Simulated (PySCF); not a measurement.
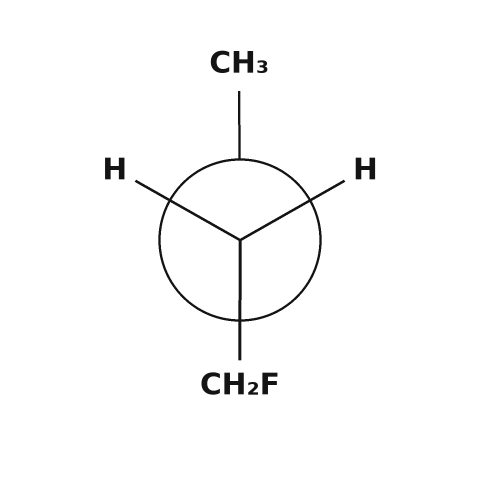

A Newman projection along the Si–S bond, silicon in front; angles are drawn as computed, but eclipsed bonds slightly apart. The geometry was computed by an optimisation with PBE0-D3(BJ)/def2-SVP. No frequency run is at hand to confirm it as a minimum.

Which molecule is it?

C2H7FSSi, CS[SiH2]CF

What is the torsion angle from the front CH2F to the back CH3? The sign is positive where the front bond must turn clockwise to cover the back bond.

180°, antiperiplanar (anti).
